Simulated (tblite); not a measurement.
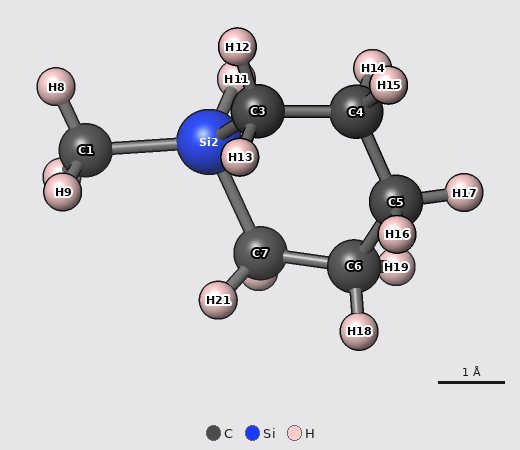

**Figure 1.** The starting structure (ball-and-stick view, seen at a tilt; atoms are numbered from 1 in the order of the input). Bond lengths as drawn: C–C 1.52 to 1.55 Å, C–H 1.08 to 1.10 Å, C–Si 1.90 Å and H–Si 1.48 Å.

## Saddle-point search of C6H14Si

- system: C6H14Si
- method: GFN2-xTB saddle search (eigenvector following) and harmonic vibrations, gas phase (tblite 0.8.0)

### Input
```
{"job": {"xc": "GFN2-xTB", "basis": "xTB", "kind": "saddle"}, "charge": 0, "multiplicity": 1}
C      2.894717    -0.304663     0.221237
Si     1.060694    -0.061419     0.649033
C      0.274798     1.436312    -0.207104
C     -1.193204     1.437283     0.194991
C     -2.015588     0.274908    -0.365773
C     -1.476674    -1.175456    -0.333705
C      0.009949    -1.474219    -0.064525
H      3.503561     0.485154     0.647988
H      3.062764    -0.307793    -0.851441
H      3.257284    -1.247423     0.617149
H      0.906438     0.044268     2.113234
H      0.728647     2.380155     0.094094
H      0.357127     1.377039    -1.293427
H     -1.252937     1.433141     1.287327
H     -1.680047     2.358096    -0.141252
H     -2.197390     0.520272    -1.418847
H     -2.988801     0.285203     0.126296
H     -1.763482    -1.652006    -1.271360
H     -2.037015    -1.691246     0.452933
H      0.072250    -2.366031     0.558011
H      0.476909    -1.751575    -1.014859
```

The first line tells a small driver script what to run in tblite; the rest is the geometry in Å.

Hardware: 1 CPU thread, shared host.

Launch command:
```bash
OMP_NUM_THREADS=1 python <driver script> task.json out
```

### Log
```
step      E/eV     max force
  0    -590.33808   0.7754
  1    -590.33909   0.2570
  2    -590.32108   0.2072
  3    -590.30556   0.2533
  4    -590.30051   0.2356
  5    -590.30405   0.3995
  6    -590.30517   0.1125
  7    -590.30866   0.0687
  8    -590.31621   0.0936
  9    -590.32894   0.0603
 10    -590.34376   0.1297
 11    -590.33376   0.0367
 12    -590.34250   0.0430
 13    -590.34957   0.0510
 14    -590.35601   0.0514
 15    -590.36445   0.0506
 16    -590.37635   0.0447
 17    -590.39057   0.0817
 18    -590.38224   0.0295
 19    -590.39044   0.0413
 20    -590.39645   0.0439
 21    -590.40446   0.0323
 22    -590.41541   0.0508
 23    -590.42632   0.0588
 24    -590.43715   0.0649
 25    -590.44810   0.0703
 26    -590.45906   0.0375
 27    -590.47236   0.0645
 28    -590.48367   0.1092
 29    -590.49722   0.1329
 30    -590.50873   0.2035
 31    -590.52009   0.0997
 32    -590.53165   0.1049
 33    -590.54349   0.0887
 34    -590.55398   0.1107
 35    -590.56167   0.1166
 36    -590.56845   0.0387
 37    -590.57143   0.0947
 38    -590.56996   0.0176
 39    -590.57169   0.0211
 40    -590.57264   0.0213
 41    -590.57289   0.0051
 42    -590.57290   0.0010
lowest wavenumbers (cm-1): -99.4 86.2 118.5 164.3 201.9 275.1
```

### Trajectory as extended XYZ (Å, eV, eV/Å), 12 frames, from step=0 to step=42
```
21
Properties=species:S:1:pos:R:3:forces:R:3 step=0 energy=-590.33808
C     2.8947   -0.3047    0.2212   -0.0100   0.0040   0.0070
Si    1.0607   -0.0614    0.6490   -0.0200  -0.0050  -0.0060
C     0.2748    1.4363   -0.2071    0.0000   0.0050   0.0080
C    -1.1932    1.4373    0.1950   -0.1530  -0.0520   0.3480
C    -2.0156    0.2749   -0.3658    0.2680   0.0980  -0.7210
C    -1.4767   -1.1755   -0.3337   -0.1930  -0.0710   0.7430
C     0.0099   -1.4742   -0.0645    0.0730   0.0260  -0.3760
H     3.5036    0.4852    0.6480    0.0020   0.0020  -0.0050
H     3.0628   -0.3078   -0.8514    0.0030  -0.0090   0.0120
H     3.2573   -1.2474    0.6171    0.0060   0.0030  -0.0120
H     0.9064    0.0443    2.1132    0.0110   0.0150  -0.0190
H     0.7286    2.3802    0.0941    0.0040   0.0030   0.0080
H     0.3571    1.3770   -1.2934    0.0080  -0.0120   0.0130
H    -1.2529    1.4331    1.2873    0.0070  -0.0160   0.0020
H    -1.6800    2.3581   -0.1413    0.0100   0.0080  -0.0030
H    -2.1974    0.5203   -1.4188   -0.0100   0.0000   0.0060
H    -2.9888    0.2852    0.1263   -0.0150   0.0030  -0.0060
H    -1.7635   -1.6520   -1.2714   -0.0110  -0.0100  -0.0050
H    -2.0370   -1.6912    0.4529    0.0010   0.0010  -0.0090
H     0.0722   -2.3660    0.5580    0.0110   0.0070   0.0050
H     0.4769   -1.7516   -1.0149    0.0060  -0.0030   0.0110
21
Properties=species:S:1:pos:R:3:forces:R:3 step=3 energy=-590.30556
C     2.9026   -0.3139    0.1681   -0.0830   0.0350   0.0230
Si    1.0799   -0.0295    0.6184   -0.0070  -0.0380  -0.0030
C     0.2462    1.4551   -0.2085   -0.0070   0.0040   0.0220
C    -1.2038    1.4087    0.2633   -0.0090  -0.0010   0.0150
C    -2.0060    0.2907   -0.4005    0.0120  -0.0180  -0.0410
C    -1.4648   -1.1630   -0.4001   -0.0100  -0.1620   0.0330
C    -0.0084   -1.4798    0.0305   -0.0180  -0.1660  -0.0860
H     3.5266    0.4867    0.5431    0.0400   0.0810   0.0260
H     3.0602   -0.3801   -0.9000   -0.0050  -0.0040  -0.1300
H     3.2583   -1.2351    0.6098    0.0290  -0.1000   0.0420
H     0.9924    0.1482    2.0835    0.0040  -0.0210  -0.0190
H     0.6996    2.4059    0.0686   -0.0050   0.0020   0.0330
H     0.2738    1.3947   -1.2972    0.0090   0.0170   0.0160
H    -1.2269    1.2967    1.3498   -0.0140  -0.0170  -0.0150
H    -1.7103    2.3504    0.0274    0.0010  -0.0160   0.0110
H    -2.1728    0.5921   -1.4379    0.0620  -0.0160  -0.0270
H    -2.9886    0.2750    0.0791   -0.0130   0.0100  -0.0690
H    -1.5977   -1.5420   -1.4237    0.0120   0.0320   0.2510
H    -2.1347   -1.7608    0.2318    0.1530   0.1200  -0.0720
H    -0.0331   -2.2495    0.8133   -0.0120   0.1700  -0.1850
H     0.5076   -1.9508   -0.8187   -0.1380   0.0870   0.1750
21
Properties=species:S:1:pos:R:3:forces:R:3 step=7 energy=-590.30866
C     2.9007   -0.3153    0.1223    0.0220  -0.0060  -0.0260
Si    1.0886   -0.0289    0.6100    0.0020  -0.0080  -0.0020
C     0.2398    1.4625   -0.1884   -0.0020   0.0040   0.0140
C    -1.2098    1.3963    0.2822   -0.0050  -0.0040   0.0050
C    -2.0035    0.2904   -0.4104    0.0060  -0.0050  -0.0150
C    -1.4430   -1.1550   -0.4446    0.0030  -0.0390   0.0040
C    -0.0303   -1.4829    0.0939   -0.0110  -0.0470  -0.0070
H     3.5233    0.5169    0.4374   -0.0190  -0.0300  -0.0270
H     3.0310   -0.4406   -0.9490   -0.0140   0.0090   0.0330
H     3.2801   -1.2096    0.6085   -0.0040   0.0320  -0.0350
H     1.0395    0.1537    2.0762    0.0100  -0.0050   0.0000
H     0.6873    2.4089    0.1127   -0.0050   0.0020   0.0230
H     0.2691    1.4289   -1.2780    0.0040   0.0150   0.0120
H    -1.2327    1.2544    1.3649   -0.0100  -0.0130  -0.0030
H    -1.7213    2.3408    0.0710   -0.0040  -0.0070   0.0090
H    -2.1653    0.6122   -1.4424    0.0380  -0.0040  -0.0170
H    -2.9890    0.2580    0.0620   -0.0050   0.0070  -0.0430
H    -1.4779   -1.4757   -1.4896    0.0040   0.0000   0.0660
H    -2.1521   -1.7936    0.0883    0.0320   0.0320  -0.0080
H    -0.1281   -2.1601    0.9454   -0.0060   0.0500  -0.0380
H     0.4934   -2.0613   -0.6722   -0.0380   0.0160   0.0550
21
Properties=species:S:1:pos:R:3:forces:R:3 step=11 energy=-590.33376
C     2.8914   -0.3127    0.0640    0.0050  -0.0050  -0.0150
Si    1.0964   -0.0286    0.6129    0.0040  -0.0020   0.0020
C     0.2352    1.4728   -0.1532   -0.0010   0.0050   0.0100
C    -1.2204    1.3806    0.2943   -0.0060  -0.0050   0.0020
C    -1.9868    0.2887   -0.4474    0.0000   0.0070  -0.0130
C    -1.4280   -1.1565   -0.4580    0.0070  -0.0010   0.0000
C    -0.0519   -1.4833    0.1629    0.0010  -0.0100   0.0120
H     3.5266    0.5044    0.3910   -0.0060  -0.0110  -0.0240
H     2.9913   -0.3997   -1.0135   -0.0120   0.0000   0.0040
H     3.2796   -1.2246    0.5074   -0.0050   0.0150  -0.0240
H     1.0974    0.1555    2.0803    0.0120  -0.0010   0.0000
H     0.6708    2.4133    0.1824   -0.0070  -0.0020   0.0190
H     0.2792    1.4737   -1.2430    0.0030   0.0130   0.0150
H    -1.2599    1.2042    1.3714   -0.0080  -0.0120  -0.0030
H    -1.7369    2.3264    0.1029   -0.0040  -0.0050   0.0080
H    -2.0879    0.6184   -1.4851    0.0260  -0.0010  -0.0010
H    -2.9975    0.2595   -0.0309    0.0090   0.0040  -0.0330
H    -1.3994   -1.4711   -1.5029    0.0100  -0.0080   0.0000
H    -2.1648   -1.7984    0.0289   -0.0050  -0.0020   0.0000
H    -0.2070   -2.0775    1.0646   -0.0110   0.0240   0.0060
H     0.4726   -2.1453   -0.5291   -0.0100  -0.0050   0.0350
21
Properties=species:S:1:pos:R:3:forces:R:3 step=15 energy=-590.36445
C     2.8734   -0.3120   -0.0034    0.0180  -0.0110  -0.0180
Si    1.1039   -0.0233    0.6220    0.0050  -0.0050   0.0030
C     0.2288    1.4928   -0.0991   -0.0020   0.0060   0.0090
C    -1.2373    1.3623    0.3034   -0.0050  -0.0050  -0.0020
C    -1.9536    0.2868   -0.5073   -0.0030   0.0030  -0.0130
C    -1.4197   -1.1651   -0.4498    0.0010  -0.0020  -0.0010
C    -0.0673   -1.4778    0.2268   -0.0010  -0.0130   0.0120
H     3.5337    0.4793    0.3389   -0.0170  -0.0230  -0.0350
H     2.9342   -0.3497   -1.0874   -0.0120  -0.0010   0.0280
H     3.2611   -1.2503    0.3836   -0.0120   0.0390  -0.0300
H     1.1642    0.1525    2.0896    0.0120  -0.0030  -0.0020
H     0.6426    2.4237    0.2877   -0.0090  -0.0060   0.0180
H     0.3001    1.5429   -1.1864    0.0040   0.0130   0.0200
H    -1.3077    1.1423    1.3708   -0.0080  -0.0100  -0.0050
H    -1.7625    2.3069    0.1309   -0.0040  -0.0030   0.0050
H    -1.9463    0.6153   -1.5506    0.0260  -0.0060   0.0110
H    -3.0006    0.2750   -0.1911    0.0200   0.0030  -0.0360
H    -1.3657   -1.5196   -1.4811    0.0070  -0.0060   0.0080
H    -2.1774   -1.7796    0.0412   -0.0010   0.0050  -0.0030
H    -0.2612   -2.0030    1.1635   -0.0080   0.0230  -0.0020
H     0.4576   -2.1994   -0.4023   -0.0130   0.0030   0.0340
21
Properties=species:S:1:pos:R:3:forces:R:3 step=19 energy=-590.39044
C     2.8537   -0.3119   -0.0610   -0.0200  -0.0040  -0.0090
Si    1.1092   -0.0240    0.6318    0.0050  -0.0040   0.0020
C     0.2240    1.5078   -0.0445   -0.0020   0.0060   0.0090
C    -1.2511    1.3473    0.3121   -0.0040  -0.0050  -0.0040
C    -1.9208    0.2861   -0.5546   -0.0010   0.0040  -0.0160
C    -1.4107   -1.1700   -0.4489    0.0010  -0.0010  -0.0010
C    -0.0821   -1.4735    0.2757   -0.0020  -0.0100   0.0130
H     3.5191    0.4943    0.2282    0.0080   0.0170  -0.0140
H     2.8683   -0.3809   -1.1437   -0.0160  -0.0010  -0.0240
H     3.2684   -1.2333    0.3345    0.0010  -0.0090  -0.0090
H     1.2218    0.1373    2.0981    0.0120  -0.0040  -0.0020
H     0.6179    2.4257    0.3914   -0.0090  -0.0070   0.0180
H     0.3220    1.6062   -1.1267    0.0040   0.0120   0.0210
H    -1.3507    1.0929    1.3694   -0.0080  -0.0080  -0.0070
H    -1.7826    2.2902    0.1516   -0.0040  -0.0030   0.0020
H    -1.8252    0.6149   -1.5935    0.0220  -0.0070   0.0140
H    -2.9900    0.2868   -0.3232    0.0260   0.0020  -0.0320
H    -1.3327   -1.5507   -1.4693    0.0060  -0.0050   0.0090
H    -2.1880   -1.7637    0.0373    0.0000   0.0050  -0.0030
H    -0.3116   -1.9417    1.2343   -0.0070   0.0190   0.0000
H     0.4412   -2.2397   -0.2992   -0.0120   0.0030   0.0300
21
Properties=species:S:1:pos:R:3:forces:R:3 step=22 energy=-590.41541
C     2.8300   -0.3111   -0.1190   -0.0120  -0.0050  -0.0140
Si    1.1136   -0.0256    0.6432    0.0080  -0.0040   0.0030
C     0.2196    1.5220    0.0130   -0.0030   0.0100   0.0070
C    -1.2644    1.3341    0.3161   -0.0030  -0.0060  -0.0080
C    -1.8837    0.2842   -0.6005   -0.0030   0.0060  -0.0190
C    -1.4014   -1.1754   -0.4457    0.0010  -0.0010  -0.0020
C    -0.0963   -1.4691    0.3231   -0.0020  -0.0140   0.0150
H     3.4975    0.5108    0.1184   -0.0020   0.0040  -0.0170
H     2.7968   -0.4097   -1.1996   -0.0140   0.0020  -0.0030
H     3.2738   -1.2169    0.2823   -0.0050   0.0040  -0.0170
H     1.2806    0.1170    2.1065    0.0120  -0.0050  -0.0050
H     0.5909    2.4236    0.5005   -0.0120  -0.0130   0.0130
H     0.3479    1.6707   -1.0606    0.0020   0.0110   0.0290
H    -1.3972    1.0515    1.3626   -0.0080  -0.0060  -0.0120
H    -1.8017    2.2745    0.1599   -0.0030  -0.0030   0.0000
H    -1.7021    0.6089   -1.6296    0.0170  -0.0110   0.0280
H    -2.9680    0.2976   -0.4536    0.0410   0.0010  -0.0300
H    -1.3034   -1.5847   -1.4534    0.0050  -0.0050   0.0120
H    -2.1983   -1.7452    0.0380    0.0010   0.0060  -0.0040
H    -0.3585   -1.8835    1.2982   -0.0040   0.0200  -0.0090
H     0.4243   -2.2736   -0.1998   -0.0160   0.0110   0.0320
21
Properties=species:S:1:pos:R:3:forces:R:3 step=26 energy=-590.45906
C     2.7778   -0.3050   -0.2229   -0.0070  -0.0030  -0.0130
Si    1.1206   -0.0267    0.6638    0.0040  -0.0030   0.0040
C     0.2090    1.5447    0.1145   -0.0020   0.0070   0.0090
C    -1.2871    1.3142    0.3081   -0.0010  -0.0030  -0.0060
C    -1.8051    0.2730   -0.6790    0.0030   0.0030  -0.0140
C    -1.3853   -1.1884   -0.4265    0.0010  -0.0020   0.0020
C    -0.1183   -1.4592    0.4088   -0.0020  -0.0090   0.0130
H     3.4699    0.5022   -0.0047   -0.0070   0.0000  -0.0190
H     2.6700   -0.3665   -1.3015   -0.0140   0.0000  -0.0010
H     3.2373   -1.2281    0.1168   -0.0060   0.0070  -0.0160
H     1.3888    0.0791    2.1149    0.0110  -0.0050  -0.0040
H     0.5318    2.4107    0.6926   -0.0100  -0.0100   0.0160
H     0.3965    1.7830   -0.9341    0.0030   0.0100   0.0250
H    -1.4863    0.9970    1.3336   -0.0080  -0.0040  -0.0090
H    -1.8327    2.2476    0.1403   -0.0020  -0.0030  -0.0030
H    -1.4716    0.5755   -1.6756    0.0190  -0.0080   0.0150
H    -2.8983    0.3099   -0.6867    0.0280   0.0010  -0.0250
H    -1.2660   -1.6600   -1.4044    0.0040  -0.0060   0.0090
H    -2.2164   -1.7024    0.0625    0.0010   0.0060  -0.0010
H    -0.4292   -1.7814    1.4042   -0.0030   0.0140  -0.0050
H     0.3945   -2.3192   -0.0248   -0.0110   0.0080   0.0240
21
Properties=species:S:1:pos:R:3:forces:R:3 step=30 energy=-590.50873
C     2.6965   -0.2891   -0.3366   -0.0720  -0.0310  -0.0100
Si    1.1212   -0.0338    0.6983    0.0290   0.0120  -0.0190
C     0.1973    1.5678    0.2537   -0.0400   0.0470  -0.0170
C    -1.3073    1.3004    0.2807    0.0350  -0.0040  -0.0310
C    -1.6834    0.2592   -0.7721   -0.0460  -0.0560  -0.0700
C    -1.3797   -1.2004   -0.3829   -0.1310   0.0360  -0.0820
C    -0.1316   -1.4588    0.4802   -0.0070   0.0710  -0.0230
H     3.3741    0.5479   -0.2237    0.0440   0.0760   0.0010
H     2.4814   -0.4002   -1.3947   -0.0210   0.0050  -0.0240
H     3.2249   -1.1796   -0.0141    0.0000  -0.0320   0.0070
H     1.5005    0.0120    2.1268    0.0120  -0.0020  -0.0060
H     0.4473    2.3730    0.9480   -0.0360  -0.0570  -0.0320
H     0.4710    1.9219   -0.7444   -0.0180  -0.0070   0.0880
H    -1.6087    0.9573    1.2739    0.0080   0.0040  -0.0600
H    -1.8528    2.2260    0.0723    0.0210  -0.0110   0.0020
H    -1.1580    0.5115   -1.7040   -0.0590  -0.0610   0.1850
H    -2.7601    0.3314   -0.9808    0.1910  -0.0280  -0.0010
H    -1.2984   -1.7751   -1.3127   -0.0240   0.0670   0.1000
H    -2.2480   -1.6005    0.1556    0.0880   0.0790  -0.0830
H    -0.4635   -1.7313    1.4794   -0.0300  -0.0240   0.1080
H     0.3774   -2.3397    0.0971    0.0540  -0.0830  -0.0330
21
Properties=species:S:1:pos:R:3:forces:R:3 step=34 energy=-590.55398
C     2.6025   -0.2637   -0.4463   -0.0080  -0.0610   0.0040
Si    1.1185   -0.0385    0.7233    0.0110  -0.0030   0.0080
C     0.1768    1.5813    0.3736   -0.0120   0.0500  -0.0060
C    -1.3166    1.2923    0.2316    0.0280   0.0050  -0.0170
C    -1.5536    0.2285   -0.8397   -0.0120  -0.0160  -0.0380
C    -1.3751   -1.2066   -0.3304   -0.0490   0.0070  -0.0320
C    -0.1429   -1.4642    0.5569   -0.0020   0.0010   0.0110
H     3.3106    0.5492   -0.3259    0.0190   0.0150  -0.0190
H     2.3078   -0.2956   -1.4918   -0.0120   0.0080   0.0220
H     3.1274   -1.1900   -0.2248   -0.0300   0.0540  -0.0180
H     1.6145   -0.0353    2.1165   -0.0010  -0.0010  -0.0220
H     0.3397    2.3141    1.1673   -0.0240  -0.0570  -0.0500
H     0.5320    2.0435   -0.5522   -0.0250  -0.0220   0.0810
H    -1.7222    0.9502    1.1871    0.0100   0.0070  -0.0450
H    -1.8468    2.2100   -0.0413    0.0190  -0.0160   0.0020
H    -0.8661    0.4140   -1.6730   -0.0520  -0.0230   0.0950
H    -2.5733    0.3202   -1.2320    0.1020  -0.0160   0.0180
H    -1.3381   -1.8642   -1.2043   -0.0110   0.0310   0.0490
H    -2.2727   -1.4816    0.2332    0.0480   0.0290  -0.0400
H    -0.4879   -1.7004    1.5646    0.0030  -0.0010  -0.0040
H     0.3655   -2.3633    0.2076   -0.0030   0.0060   0.0030
21
Properties=species:S:1:pos:R:3:forces:R:3 step=38 energy=-590.56996
C     2.5391   -0.2432   -0.4973    0.0030  -0.0010  -0.0100
Si    1.1145   -0.0458    0.7493    0.0030   0.0010   0.0000
C     0.1665    1.5810    0.4468   -0.0020   0.0070   0.0010
C    -1.3108    1.2966    0.1878    0.0040   0.0020  -0.0010
C    -1.4753    0.2078   -0.8709    0.0020  -0.0020  -0.0040
C    -1.3761   -1.2041   -0.2921   -0.0030   0.0010  -0.0010
C    -0.1407   -1.4771    0.5863    0.0000  -0.0010   0.0020
H     3.2449    0.5783   -0.4158   -0.0110  -0.0090  -0.0050
H     2.1824   -0.2709   -1.5236    0.0020   0.0010   0.0140
H     3.0865   -1.1634   -0.3151   -0.0080   0.0140  -0.0070
H     1.6678   -0.0658    2.1182    0.0010  -0.0010  -0.0020
H     0.2665    2.2622    1.2922   -0.0050  -0.0090  -0.0040
H     0.5787    2.1024   -0.4194   -0.0030  -0.0020   0.0150
H    -1.7941    0.9762    1.1133    0.0000   0.0030  -0.0090
H    -1.8096    2.2121   -0.1428    0.0040  -0.0020  -0.0030
H    -0.7128    0.3473   -1.6412   -0.0020  -0.0040   0.0090
H    -2.4514    0.3047   -1.3546    0.0130  -0.0020  -0.0010
H    -1.3938   -1.9096   -1.1264   -0.0030   0.0000   0.0060
H    -2.2779   -1.3895    0.2972    0.0040   0.0050  -0.0010
H    -0.4777   -1.7344    1.5910    0.0010  -0.0010   0.0000
H     0.3733   -2.3648    0.2171    0.0000   0.0010   0.0010
21
Properties=species:S:1:pos:R:3:forces:R:3 step=42 energy=-590.57290
C     2.4964   -0.2295   -0.5323    0.0000   0.0000   0.0000
Si    1.1138   -0.0521    0.7644    0.0000   0.0000   0.0000
C     0.1594    1.5777    0.4962    0.0000   0.0000   0.0000
C    -1.3034    1.3011    0.1563    0.0000   0.0000   0.0000
C    -1.4274    0.1935   -0.8884    0.0000   0.0000   0.0000
C    -1.3724   -1.2033   -0.2702    0.0000   0.0000   0.0000
C    -0.1398   -1.4848    0.6090    0.0000   0.0000   0.0000
H     3.1972    0.5975   -0.4717    0.0000   0.0000   0.0000
H     2.1026   -0.2533   -1.5447    0.0000   0.0000   0.0000
H     3.0581   -1.1456   -0.3782    0.0000   0.0000   0.0000
H     1.7080   -0.0865    2.1149    0.0000   0.0000   0.0000
H     0.2141    2.2198    1.3752    0.0000   0.0000   0.0000
H     0.6096    2.1403   -0.3234    0.0000   0.0000   0.0010
H    -1.8420    1.0026    1.0583    0.0000   0.0000   0.0000
H    -1.7726    2.2158   -0.2168    0.0000   0.0000   0.0000
H    -0.6277    0.3067   -1.6239    0.0000   0.0000   0.0000
H    -2.3781    0.2900   -1.4197    0.0000   0.0000   0.0000
H    -1.4174   -1.9339   -1.0813    0.0000   0.0000   0.0000
H    -2.2767   -1.3394    0.3284    0.0000   0.0000   0.0000
H    -0.4768   -1.7466    1.6123    0.0000   0.0000   0.0000
H     0.3751   -2.3701    0.2355    0.0000   0.0000   0.0000
```

### Results in brief

| quantity | value |
| --- | --- |
| outcome | converged |
| total energy | −590.5729 eV |
| point group | C1 |
| wall time | 22 s |
| peak memory | 0.2 GiB |
